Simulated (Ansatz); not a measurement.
GaN: carrier doping

Base system: GaN in the NiAs type structure (space group P6_3/mmc, No. 194; a = 2.969 Å, c = 5.041 Å; a model cell, its experimental status unchecked).

Carriers are added at fixed cell with a uniform background; the Fermi–Dirac width is that of 300 K.

The values are results of PBEsol (Ansatz, a first-principles code, PAW, no spin-orbit coupling), not measurements.

Notes on the quantities. Fermi level from band edge: Fermi level relative to the doped band's edge (positive inside the band; to 0.05 eV).

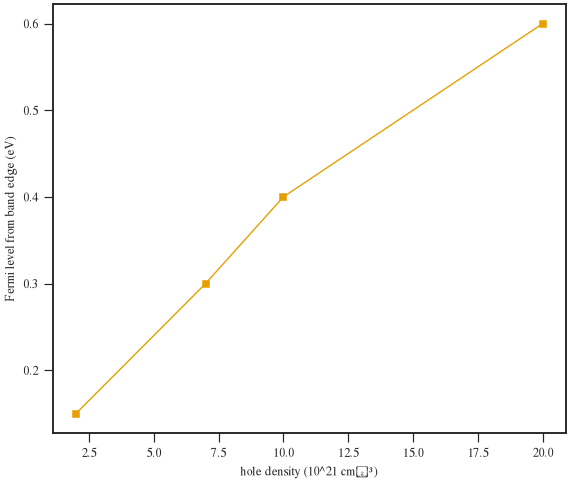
Figure: Fermi level from band edge against hole density

Q: From the plot, what is the Fermi level from band edge for holes 2.0×10^21 cm⁻³?

A: About 0.15 eV.

Q: Is the trend monotonic over the range shown?

A: Yes, it rises throughout, spanning +0.15 eV to +0.60 eV.

Carriers are added with a uniform compensating background; total energy and stress of such cells depend on the potential's zero and are not compared; many-body gap narrowing is missing at this level. Whether these cells are dynamically stable was not tested. This is not the structure that GaN has at room temperature and ambient pressure.
